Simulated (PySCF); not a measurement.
CoBr (triplet)

```csv
atom,x (Å),y (Å),z (Å)
Co,0.0000,0.0000,-1.2847
Br,0.0000,0.0000,0.9593
```

Computed with PBE0/def2-TZVPPD, non-relativistic Hamiltonian with scalar-relativistic core potentials where named, at a bond length of 2.244 Å in PySCF.

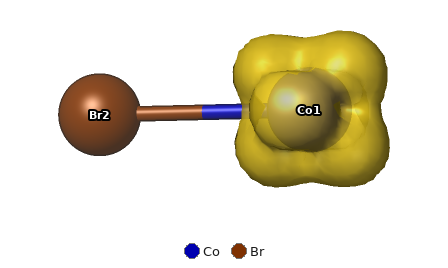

Figure 1. Isosurface of the spin density at +0.15 e/Å³ (yellow), seen from one side.

**Describe the spin distribution.**

The unpaired spin (2 electrons) lies mostly on Co1 (about 2.0), in electrons by Hirshfeld's partition.

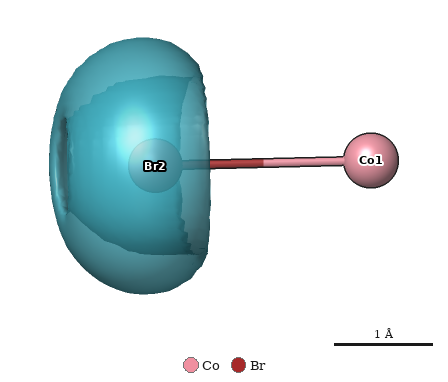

Figure 2. Isosurface of the ELF at 0.8 (cyan), seen from one side. Only the valence region is drawn (cores and ρ < 0.01 e/Å³ removed).

**Identify the bonds, lone pairs and shells in this picture.**

At this value the surface marks out one ring or bowl of non-bonding electrons around Br.


Co–Br (2.24 Å): the ELF peaks at about 0.70 in the valence shell of Br, 1.0 Å from its nucleus, and is about 0.50 at the midpoint.

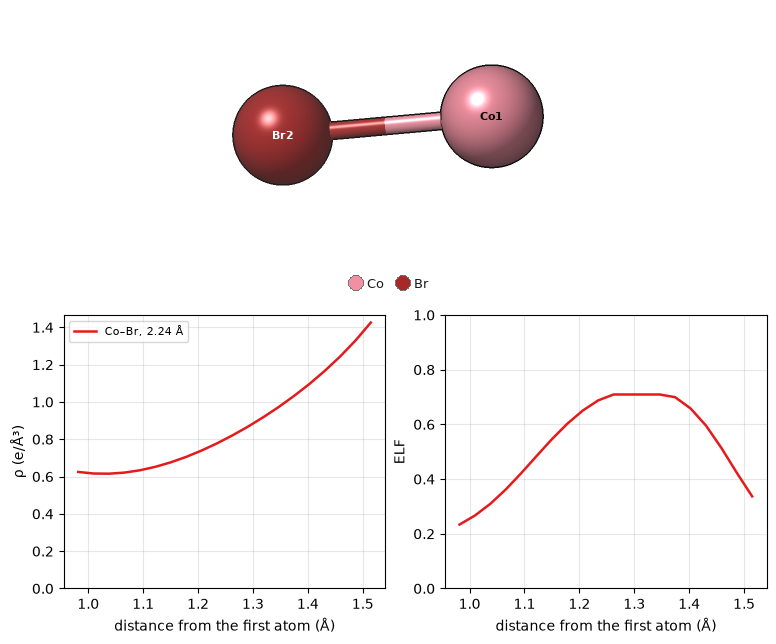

Figure 3. Electron density and electron localisation function along straight lines between neighbouring atoms. The curves leave out the atomic cores. The structure is drawn too.

**What can be read from the curves?**

Co–Br (2.24 Å): the density is about 0.65 e/Å³ at the midpoint; the ELF peaks at about 0.70 in the valence shell of Br, 1.0 Å from its nucleus, and is about 0.50 at the midpoint.
